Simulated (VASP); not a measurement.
Band structure of SiOs (space group P2_13). Calculation: LDA (Ceperley-Alder, Perdew-Zunger), VASP's LDA PAW potentials (set 64) (plane waves; VASP 6.6.1).

Unless said otherwise, spin-orbit coupling is left out, though it shifts the bands of the heavy elements here.

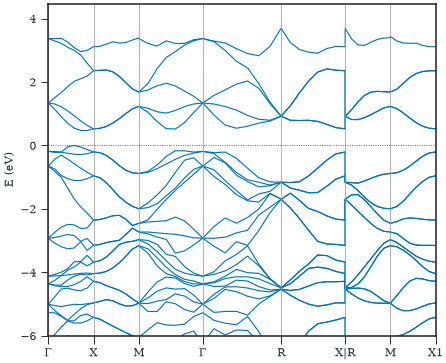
Figure: Bands along high-symmetry lines, zero at the valence-band maximum or, without a gap, the Fermi level

Q: Read the plot: is there a gap, and where are the band edges?

A: The gap is indirect, 0.47 eV, from the valence maximum at Γ-X at 0.57 to the conduction minimum at Γ-X at 0.86.

The structure comes from a computed database's SiOs entry; how it stands against other phases isn't given here. The cell was not relaxed at this level.
